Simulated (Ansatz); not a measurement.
**Zr (P6_3/mmc, 2 atoms in the cell) under biaxial strain in the (0001) plane, that of a and b**

Wanted: the shifts of the zone-centre modes of Zr (P6_3/mmc, 2 atoms in the cell) with strain.

Program: Ansatz 0.2.0. Level of theory: DFT LDA, scalar-relativistic, plane waves, PAW; PAW set soft_1. Results are calculated unless marked as measured.

### 1. Starting point

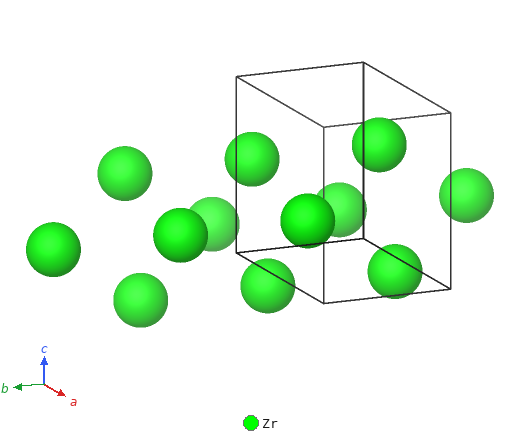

Start, viewed from a free direction; zirconium green. 2×3×1 cells are drawn.

### 2. Bringing the structure to rest

The cell and atoms are relaxed, since residual forces and stress would shift the frequencies.

input.yaml

```yaml
crystal:
  lattice:
    - [3.232, 0.0, 0.0]
    - [-1.616, 2.798994105, 0.0]
    - [0.0, 0.0, 5.147]
  atoms:
    - { symbol: Zr, position: [0.33333333, 0.66666667, 0.25] }
    - { symbol: Zr, position: [0.66666667, 0.33333333, 0.75] }
kpoints:
  mp_grid: { grid: [15, 15, 8] }
hamiltonian:
  xc: lda
  pseudopotentials: { kind: paw, azcp: { folder: soft_1 }, xc_functional: pbe }
scf:
  occupations: { method: gaussian, width: 0.1 }
output:
  forces: true
  stress: true
  eigenvalues: true
relax:
  adjacent_minimum: "off"
  f_tol: 0.005
  max_steps: 80
  cell: { stress_tol: 0.05 }
```

Started as:

```console
> ansatz run input.yaml --threads 4 --pin off --max-ram 10240MiB --backend cpu --events-out ev --progress --plain --runs-dir out
```

Numbers of over 12 decimals in the logs are rounded to 6 here.

The program printed:

```text
Engine: ansatz 0.2.0, aarch64-unknown-linux-gnu
Pseudopotentials: kind: paw
Pseudopotential: Zr, paw, valence charge 12, recommended cutoff 420 eV (normal), soft_1/Zr.paw.azcp
Functional definition: SPW92
  exchange = slater_x
  correlation = pw_c
Crystal: 2 atoms, lattice volume = 46.562 Å³
Basis set: ecut = 420 eV, 929 PW (Γ)
Bands: 16, of which v1, the nominal top of the filled ones, is band 12 counted from 1 (11 counted from 0)
Symmetry: 24 space group operations
Space group: P63/mmc (ITA 194), of the structure as read, at distance tolerance 3.6e-5 Å
k-points: 135 of 1800
Non-local potential: Zr, projectors of the file, l = 0: 3, l = 1: 2, l = 2: 2, l = 3: 1
PAW form: soft (Blöchl's): semilocal exchange-correlation on the pseudo side does not see the compensation charge
PAW frozen core: Zr, regenerated for the run's functional, and the local potential with it (the file was generated under x = pbe(κ = 0.804, μ = 0.219515), c = pbe(β = 0.066725))
PAW one-centre angular grid: Zr, 590 points (default); XC on 64 Gauss nodes
Initial density: superposition of atomic densities (chi_scale 0.1, normalization cell)
Initial wavefunctions: pseudopotential atomic-orbital guess
Functional: x = slater, c = lda
SCF iter   1: F=—  HF=-8155.100930 eV  |F-HF|=—  |Δ(HF+E_count)|=         —  Δρ=2.84e-2  dr2=4.80e-1  ethr=3.10e-3  ⟨swp⟩=4.9  Hψ=9219  notcnv=0
preconditioner: auto → Kerker (q_TF=auto, 2.443 Å⁻¹)  [metal: Δε(μ)=0.004 eV  Ē_g=3.259 eV  σ=0.100 eV  W_gap=0.02  n_scr=10 (ndim 8)  ℏωp=15.4 eV  f_vac=0.000  D(μ)=1.79/eV (n_scr^D=22)]
SCF iter   2: F=—  HF=-8154.973237 eV  |F-HF|=—  |Δ(HF+E_count)|=   1.28e-1  Δρ=1.70e-2  dr2=1.66e-1  ethr=2.00e-3  ⟨swp⟩=2.0  Hψ=3712  notcnv=0  defer=9
SCF iter   3: F=—  HF=-8154.914960 eV  |F-HF|=—  |Δ(HF+E_count)|=   5.83e-2  Δρ=1.89e-3  dr2=1.20e-3  ethr=6.90e-4  ⟨swp⟩=3.0  Hψ=4218  notcnv=0  defer=9
SCF iter   4: F=—  HF=-8154.914914 eV  |F-HF|=—  |Δ(HF+E_count)|=   4.60e-5  Δρ=3.25e-4  dr2=3.97e-5  ethr=5.00e-6  ⟨swp⟩=2.1  Hψ=3734  notcnv=0  defer=9
SCF iter   5: F=—  HF=-8154.914911 eV  |F-HF|=—  |Δ(HF+E_count)|=   3.00e-6  Δρ=4.25e-5  dr2=6.06e-7  ethr=1.66e-7  ⟨swp⟩=1.5  Hψ=2356  notcnv=0  defer=9
SCF iter   6: F=-8154.914911 eV  HF=-8154.914911 eV  |F-HF|=3.13e-9  |Δ(HF+E_count)|=   6.84e-9  Δρ=7.88e-6  dr2=2.28e-8  ethr=4.17e-10  ⟨swp⟩=5.2  Hψ=9836  notcnv=0
SCF 1 converged in 6 iterations: F = -8154.914911 eV  dr2 = 2.28e-8
  greatest PAW one-centre occupation: 0.994 electrons in one spin orbital (limit 2), on the Zr atom at site 1 (counted from 0), in its partial waves of l = 0
relax step   1: F+E_penalty+E_count = -8154.91491112 eV  Δ(F+E_penalty+E_count) = +0.000e0 eV  max|allowed force component| = 3.701e-17 eV/Å  Δτ_max = 0.0000 Å  P = -6.072 GPa  Ω = 46.562 Å³  (6 SCF iters, dr2 threshold 1.00e-7 eV, accepted)
Crystal: 2 atoms, lattice volume = 40.428 Å³
Basis set: ecut = 420 eV, 785 PW (Γ)
Initial density: handed on by an earlier stage of this run
Initial wavefunctions: those handed on with the density
iter 1 solved again at ethr=2.97e-6 eV; its pass at ethr=3.10e-3 eV (dr2=7.13e-4 eV) is discarded
SCF iter   1: F=—  HF=-8154.890685 eV  |F-HF|=—  |Δ(HF+E_count)|=         —  Δρ=2.00e-3  dr2=7.45e-4  ethr=2.97e-6  ⟨swp⟩=2.0  Hψ=16147  notcnv=0
preconditioner: auto → none  [metal: Δε(μ)=0.015 eV  Ē_g=3.517 eV  σ=0.100 eV  W_gap=0.09  n_scr=8 (ndim 8)  ℏωp=16.5 eV  f_vac=0.000  D(μ)=1.95/eV (n_scr^D=22)]
SCF iter   2: F=—  HF=-8154.890875 eV  |F-HF|=—  |Δ(HF+E_count)|=   1.90e-4  Δρ=8.33e-4  dr2=9.93e-5  ethr=2.97e-6  ⟨swp⟩=2.1  Hψ=3721  notcnv=0
SCF iter   3: F=—  HF=-8154.891005 eV  |F-HF|=—  |Δ(HF+E_count)|=   1.30e-4  Δρ=1.18e-4  dr2=2.05e-6  ethr=4.14e-7  ⟨swp⟩=2.0  Hψ=2436  notcnv=0
iter 4 did not close the SCF: its close was put off for the readings that it lacked (scf_convergence_deferred on its scf_iter line)
SCF iter   4: F=-8154.891009 eV  HF=-8154.891009 eV  |F-HF|=1.06e-8  |Δ(HF+E_count)|=   3.79e-6  Δρ=1.21e-5  dr2=1.44e-8  ethr=8.54e-9  ⟨swp⟩=2.0  Hψ=3750  notcnv=0
iter 5 did not close the SCF: its close was put off for the readings that it lacked (scf_convergence_deferred on its scf_iter line)
SCF iter   5: F=-8154.891009 eV  HF=-8154.891009 eV  |F-HF|=9.28e-11  |Δ(HF+E_count)|=   1.10e-8  Δρ=9.65e-7  dr2=2.13e-10  ethr=6.01e-11  ⟨swp⟩=2.7  Hψ=3320  notcnv=0
SCF iter   6: F=-8154.891009 eV  HF=-8154.891009 eV  |F-HF|=4.55e-12  |Δ(HF+E_count)|=  4.27e-11  Δρ=1.46e-7  dr2=3.51e-12  ethr=1.00e-12  ⟨swp⟩=1.1  Hψ=6039  notcnv=0
SCF 2 converged in 6 iterations: F = -8154.891009 eV  dr2 = 3.51e-12
relax step   2: F+E_penalty+E_count = -8154.89100868 eV  Δ(F+E_penalty+E_count) = +2.390e-2 eV  max|allowed force component| = 3.007e-16 eV/Å  Δτ_max = 0.0000 Å  P = +8.857 GPa  Ω = 40.428 Å³  energy of the carried Pulay correction = +2.862e-4 eV  (6 SCF iters, dr2 threshold 2.00e-7 eV, rejected (line search))
Crystal: 2 atoms, lattice volume = 43.812 Å³
Basis set: ecut = 420 eV, 845 PW (Γ)
iter 1 solved again at ethr=1.16e-6 eV; its pass at ethr=3.10e-3 eV (dr2=2.79e-4 eV) is discarded
SCF iter   1: F=—  HF=-8154.974214 eV  |F-HF|=—  |Δ(HF+E_count)|=         —  Δρ=1.23e-3  dr2=3.62e-4  ethr=1.16e-6  ⟨swp⟩=2.1  Hψ=15899  notcnv=0
preconditioner: auto → none  [metal: Δε(μ)=0.026 eV  Ē_g=3.284 eV  σ=0.100 eV  W_gap=0.14  n_scr=8 (ndim 8)  ℏωp=15.9 eV  f_vac=0.000  D(μ)=2.13/eV (n_scr^D=22)]
SCF iter   2: F=—  HF=-8154.974255 eV  |F-HF|=—  |Δ(HF+E_count)|=   4.07e-5  Δρ=4.70e-4  dr2=3.62e-5  ethr=1.16e-6  ⟨swp⟩=2.0  Hψ=3773  notcnv=0
SCF iter   3: F=—  HF=-8154.974304 eV  |F-HF|=—  |Δ(HF+E_count)|=   4.99e-5  Δρ=8.87e-5  dr2=1.23e-6  ethr=1.51e-7  ⟨swp⟩=2.9  Hψ=2918  notcnv=0
SCF iter   4: F=—  HF=-8154.974306 eV  |F-HF|=—  |Δ(HF+E_count)|=   1.24e-6  Δρ=6.62e-6  dr2=4.89e-9  ethr=5.13e-9  ⟨swp⟩=2.4  Hψ=3323  notcnv=0
SCF iter   5: F=—  HF=-8154.974306 eV  |F-HF|=—  |Δ(HF+E_count)|=   3.10e-9  Δρ=1.19e-6  dr2=2.72e-10  ethr=2.04e-11  ⟨swp⟩=2.2  Hψ=3704  notcnv=0
SCF iter   6: F=-8154.974306 eV  HF=-8154.974306 eV  |F-HF|=6.37e-12  |Δ(HF+E_count)|=  4.55e-11  Δρ=1.20e-7  dr2=4.23e-12  ethr=1.00e-12  ⟨swp⟩=5.2  Hψ=9355  notcnv=0
SCF 3 converged in 6 iterations: F = -8154.974306 eV  dr2 = 4.23e-12
relax step   3: F+E_penalty+E_count = -8154.97430571 eV  Δ(F+E_penalty+E_count) = -5.939e-2 eV  max|allowed force component| = 1.388e-17 eV/Å  Δτ_max = 0.0000 Å  P = -0.487 GPa  Ω = 43.812 Å³  energy of the carried Pulay correction = +1.235e-4 eV  (6 SCF iters, accepted)
[...]
relax step   4: F+E_penalty+E_count = -8154.97489346 eV  Δ(F+E_penalty+E_count) = -5.878e-4 eV  max|allowed force component| = 7.401e-17 eV/Å  Δτ_max = 0.0000 Å  P = +0.057 GPa  Ω = 43.563 Å³  energy of the carried Pulay correction = +1.351e-4 eV  (6 SCF iters, dr2 threshold 2.00e-7 eV, accepted)
[...]
relax step   5: F+E_penalty+E_count = -8154.97496376 eV  Δ(F+E_penalty+E_count) = -7.029e-5 eV  max|allowed force component| = 8.789e-17 eV/Å  Δτ_max = 0.0000 Å  P = +0.023 GPa  Ω = 43.565 Å³  energy of the carried Pulay correction = +1.350e-4 eV  (3 SCF iters, dr2 threshold 1.33e-7 eV, accepted)
[...]
relax step   6: F+E_penalty+E_count = -8154.97496610 eV  Δ(F+E_penalty+E_count) = -2.344e-6 eV  max|allowed force component| = 2.128e-16 eV/Å  Δτ_max = 0.0000 Å  P = -0.001 GPa  Ω = 43.573 Å³  energy of the carried Pulay correction = +1.347e-4 eV  (3 SCF iters, dr2 threshold 7.36e-9 eV, accepted)
Initial wavefunctions: pseudopotential atomic-orbital guess (no wavefunctions were taken with the density)
iter 1 solved again at ethr=1.26e-7 eV; its pass at ethr=3.10e-3 eV (dr2=3.02e-5 eV) is discarded
SCF iter   1: F=—  HF=-8154.974851 eV  |F-HF|=—  |Δ(HF+E_count)|=         —  Δρ=4.43e-5  dr2=7.37e-8  ethr=1.26e-7  ⟨swp⟩=3.0  Hψ=16235  notcnv=0
preconditioner: auto → Kerker (q_TF=auto, 2.470 Å⁻¹)  [metal: Δε(μ)=0.012 eV  Ē_g=3.300 eV  σ=0.100 eV  W_gap=0.07  n_scr=10 (ndim 8)  ℏωp=15.9 eV  f_vac=0.000  D(μ)=2.13/eV (n_scr^D=22)]
SCF iter   2: F=—  HF=-8154.974852 eV  |F-HF|=—  |Δ(HF+E_count)|=   3.49e-7  Δρ=2.35e-5  dr2=1.98e-8  ethr=3.07e-10  ⟨swp⟩=2.0  Hψ=3506  notcnv=0
SCF iter   3: F=—  HF=-8154.974852 eV  |F-HF|=—  |Δ(HF+E_count)|=   4.21e-8  Δρ=7.22e-7  dr2=1.31e-10  ethr=8.27e-11  ⟨swp⟩=2.0  Hψ=2430  notcnv=0
SCF iter   4: F=-8154.974852 eV  HF=-8154.974852 eV  |F-HF|=1.82e-12  |Δ(HF+E_count)|=  4.37e-11  Δρ=1.22e-7  dr2=4.82e-12  ethr=1.00e-12  ⟨swp⟩=5.3  Hψ=9626  notcnv=0
SCF 7 converged in 4 iterations: F = -8154.974852 eV  dr2 = 4.82e-12
relax step   7: F+E_penalty+E_count = -8154.97485189 eV  Δ(F+E_penalty+E_count) = +1.142e-4 eV  max|allowed force component| = 2.220e-16 eV/Å  Δτ_max = 0.0000 Å  P = -0.003 GPa  Ω = 43.573 Å³  stress off target by 3.51e-3 GPa  SCF on the basis re-selected at this cell (its energy is not comparable with the rows above)  (4 SCF iters)
basis re-selected at this cell: Δ(F+E_penalty+E_count) = +1.142e-4 eV, ΔP = -0.002 GPa vs the last step (what re-selecting the basis moved, of the pressure what is left beyond the Pulay correction that the steps carried, after the strain that the cell walked since its last selection, with what the two solves' SCF thresholds leave and, on support functions, any second-order correction that the steps lacked; it is no m [...]
SCF converged after 4 iterations
Free energy (F): -8154.974852 eV
Harris-Foulkes:  -8154.974852 eV  (|F-HF|=1.82e-12)
Internal energy: -8154.964216 eV  (E = F + TS)
E sigma→0 (E₀):  -8154.969534 eV
Entropy (-TS):   -0.010636 eV (-5.318 meV/atom)
Fermi energy:    14.819879 eV
--- Per-component energies (eV) ---
  E_band       = -171.210532
  E_kinetic    = 635.114445
  E_local      = -1155.119971  (includes V_loc(G=0)·N_el)
  E_nonlocal   = 159.213477
  E_hartree    = 375.106400
  E_xc         = -307.804308
  E_vxc        = -365.856764  (∫ρ·V_xc dr)
  E_paw        = -5717.995394  (= ΣΔE_a)
  E_vpaw       = -194.774423  (= ΣTr[D̂ρ^β])
  E_aug_tail   = -0.000048  (compensation charges beyond the density's cutoff)
  E_ewald      = -2144.219616
  E_core_change = 0.740800  (= ΣΔE_core)
  E_smearing   = -0.010636  (= −TS)
  E_closure    = 0.000000  (closes the sum)
  Σ components = -8154.974852   (vs F -8154.974852, Δ=0.00e0)
--- Forces (eV/Å), atoms counted from 1 ---
  atom   1  Zr     0.00000000     0.00000000     0.00000000
  atom   2  Zr     0.00000000    -0.00000000    -0.00000000
  max |Σ_I F_I| component: 5.55e-17 eV/Å
--- Stress (GPa, compression-positive) ---
       -0.003509       0.000000       0.000000
       -0.000000      -0.003509       0.000000
        0.000000       0.000000      -0.000741
  P = ⅓ Tr σ = -0.0026 GPa (-0.026 kbar)
--- Band table (eV; the first three rows and the last of 135) ---
  k-point 0: bands = [... 8 lower, 9.0541, 11.5844, 15.6669, 15.6781, 15.6781, 16.1858, 16.3934, 16.3934]
  k-point 1: bands = [... 8 lower, 9.1926, 11.5853, 15.5652, 15.6153, 15.6153, 15.9199, 16.2958, 16.2958]
  k-point 2: bands = [... 8 lower, 9.5870, 11.5387, 15.2995, 15.3433, 15.5224, 15.5224, 16.0630, 16.0630]
  k-point 134: bands = [... 8 lower, 13.2255, 13.2255, 13.4814, 13.4814, 14.8783, 14.8783, 16.8804, 16.8804]
--- Relaxed structure (6 steps of the walk, 5 accepted, 1 SCFs on fresh bases) ---
  F+E_penalty+E_count = -8154.97485189 eV   max|allowed force component| = 2.220e-16 eV/Å   (the final SCF, on the basis selected at the relaxed cell)
  cell:  # Å, volume = 43.5729 Å³
    - [3.143311, 0, 0]
    - [-1.571655, 2.722187, 0]
    - [0, 0, 5.092263]
  atoms:
    - { symbol: Zr, position: [0.333333, 0.666667, 0.25] }
    - { symbol: Zr, position: [0.666667, 0.333333, 0.75] }
```

The job ended after 9.5 s (4 threads of Arm Neoverse V1, shared host; peak memory 0.39 GiB; 36 s of CPU time).

Step by step:

```
step  energy less that of the first step (eV)  largest force component (eV/Å)  pressure (GPa)  volume (Å³)
   1                                   0.0000                          0.0000           -6.07        46.56
   2                                   0.0239                          0.0000            8.86        40.43
   3                                  -0.0594                          0.0000           -0.49        43.81
   4                                  -0.0600                          0.0000            0.06        43.56
   5                                  -0.0601                          0.0000            0.02        43.57
   6                                  -0.0601                          0.0000            0.00        43.57
  7*                                  -0.0599                          0.0000            0.00        43.57
```

Relaxation steps marked * repeat the geometry before them on a plane-wave basis chosen anew for their cell, so energy and pressure can jump there. Relaxation step 2 was tried and not accepted.

The run keeps the 24 symmetry operations that it works with, so distortions that break them were not tested.

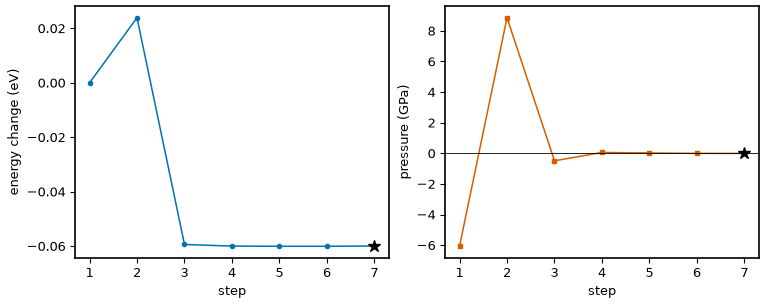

Energy and pressure along the relaxation. Stars mark steps on a basis chosen anew.

```
conventional cell, symmetrised  before  after  change
                         a (Å)   3.232  3.143  -2.7 %
                         b (Å)   3.232  3.143  -2.7 %
                         c (Å)   5.147  5.092  -1.1 %
              volume (Å³/atom)   23.28  21.79  -6.4 %
```

Final coordinates:

```
Zr
1.0
     3.14331    0.00000    0.00000
    -1.57166    2.72219    0.00000
     0.00000    0.00000    5.09226
Zr
2
Direct
  0.33333 0.66667 0.25000
  0.66667 0.33333 0.75000
```

This step gave:

- pressure: -0.002587 GPa
- volume per atom: 21.79 Å³
- gap on the k-mesh: 0 eV

In this step the volume went from 23.28 to 21.79 Å³/atom.

### 3. Tight relaxation

Phonons need small forces and stress, so the relaxation is finished with tight tolerances on 15×15×8 k points.

input.yaml, the sections that differ from step 2:

```yaml
crystal:
  lattice:
    - [3.1433107583, 0.0, 0.0]
    - [-1.5716553791, 2.7221869686, 0.0]
    - [0.0, 0.0, 5.0922626239]
  atoms:
    - { symbol: Zr, position: [0.3333333333, 0.6666666667, 0.25] }
    - { symbol: Zr, position: [0.6666666667, 0.3333333333, 0.75] }
scf:
  occupations: { method: methfessel_paxton, width: 0.2 }
relax:
  adjacent_minimum: "off"
  f_tol: 0.001
  max_steps: 60
  cell: { stress_tol: 0.01 }
# kpoints, hamiltonian, output: as in step 2
```

The program printed:

```text
[...]
Crystal: 2 atoms, lattice volume = 43.573 Å³
Basis set: ecut = 420 eV, 845 PW (Γ)
Bands: 16, of which v1, the nominal top of the filled ones, is band 12 counted from 1 (11 counted from 0)
Symmetry: 24 space group operations
[...]
k-points: 135 of 1800
[...]
k-point 134: bands = [... 8 lower, 13.2288, 13.2288, 13.4850, 13.4850, 14.8830, 14.8830, 16.8847, 16.8847]
--- Relaxed structure (3 steps of the walk, 2 accepted, 1 SCFs on fresh bases) ---
[...]
cell:  # Å, volume = 43.5625 Å³
    - [3.143023, -2.8864760091332284e-11, 0]
    - [-1.571511, 2.721938, 0]
    - [0, 0, 5.091984]
  atoms:
    - { symbol: Zr, position: [0.333333, 0.666667, 0.250000] }
    - { symbol: Zr, position: [0.666667, 0.333333, 0.750000] }
[key lines of the parts left out:]
SCF converged after 4 iterations
Free energy (F): -8154.968667 eV
Fermi energy:    14.826595 eV
P = ⅓ Tr σ = 0.0001 GPa (0.001 kbar)
```

The job ended after 5.8 s (4 threads; peak memory 0.39 GiB).

Little changed from the start: no atom moved by 0.005 Å and no cell edge by 0.1 %.

This step gave:

| Item | Value |
| --- | --- |
| pressure | 7.30e-5 GPa |
| volume per atom | 21.78 Å³ |

The forces vanish by symmetry and the pressure is 0.000 GPa, within the tolerances set. The cell now holds 21.78 Å³/atom.

(Part 1 of 3 ends here.)

[Logs are printed without paths, hosts, clocks, repeated set-up lines and the standing remarks that a program may print on its own settings, such as how far it seeks lower states.]

[Hosts, paths, dates, database ids (printed as entryN), source tags and the programs' standing remarks are cut or masked in the printed files.]
